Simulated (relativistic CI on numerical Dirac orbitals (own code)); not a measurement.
```
atom In  Z=49  charge=2  electrons=47
nucleus A=115  rms_radius_fm=4.6156
hamiltonian dirac-coulomb  breit=on  qed=on  c_scale=1
orbitals kli  potential=per-configuration
slater_scale 0.85
correlation p86
mixing on
configurations
  [Kr] 4d10 5s
  [Kr] 4d10 5p
  [Kr] 4d10 5d
  [Kr] 4d10 6s
  [Kr] 4d9 5s2
  [Kr] 4d10 6p
  [Kr] 4d10 4f
  [Kr] 4d10 7s
  [Kr] 4d10 6d
  [Kr] 4d10 7p
  [Kr] 4d10 5f
  [Kr] 4d9 4f 5s
  [Kr] 4d10 5g
  [Kr] 4d8 5s 5p2
  [Kr] 4d9 5s 5p
  [Kr] 4d10 8s
end
```

Command (the task file carries these settings):
```bash
python run_levels.py task.json out
```

Level of the calculation: Dirac CI, KLI exchange-only orbitals, Breit term, model QED, valence Slater integrals scaled by 0.85, a P86 correlation estimate for each configuration (radial Dirac CI code).

The plot shows absorption lines from the lowest level (oscillator strengths f):

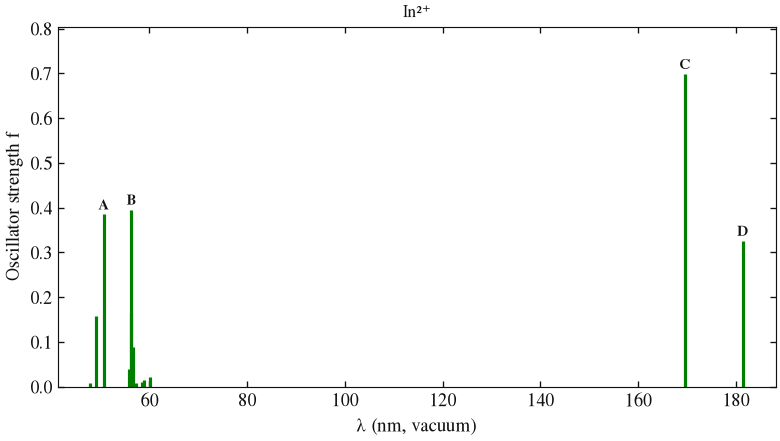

The lettered lines are A: 4d⁹ 5s 5p ²P°₃/₂ ← 4d¹⁰ 5s ²S₁/₂, 50.71 nm, f = 0.38; B: 4d⁹ 5s 5p ²P°₃/₂ ← 4d¹⁰ 5s ²S₁/₂, 56.30 nm, f = 0.40; C: 4d¹⁰ 5p ²P°₃/₂ ← 4d¹⁰ 5s ²S₁/₂, 169.5 nm, f = 0.70; D: 4d¹⁰ 5p ²P°₁/₂ ← 4d¹⁰ 5s ²S₁/₂, 181.5 nm, f = 0.33. The strongest, C, lies in the vacuum ultraviolet region.

Caveat: near-neutral ion: configurations can be misplaced by up to about 10000 cm⁻¹, over 20000 where the f count changes; rates and lifetimes follow the computed energies and can be off by orders of magnitude; only a limited list of configurations is included, so lower levels can be missing; only lines among the lowest 45 of 295 levels are drawn.
